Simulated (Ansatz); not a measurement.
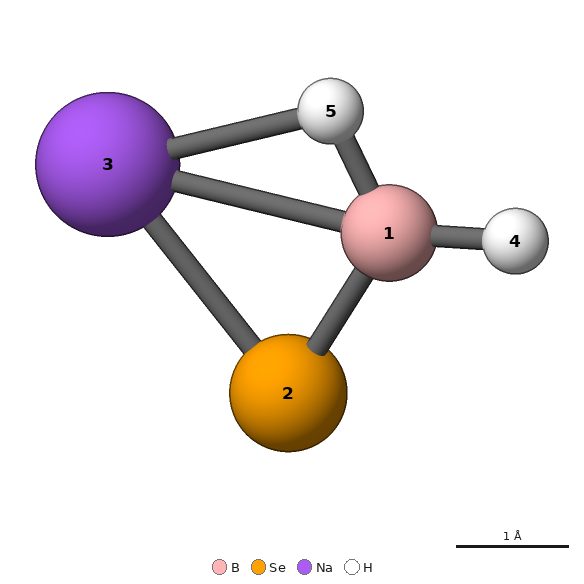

The view is orthographic, and the bar gives the scale. The geometry was computed by an optimisation with PBE0-D4/def2-TZVP. No frequency run is at hand to confirm it as a minimum.

Reconstruct the coordinates (Å) as seen: x to the right, y up, z towards the viewer, origin at the mean of the atomic positions.

```xyz
5
BH2NaSe
B    0.57  -0.04   0.19
Se  -0.34  -1.48  -0.63
Na  -1.96   0.58  -0.51
H    1.70  -0.11   0.57
H    0.04   1.05   0.38
```
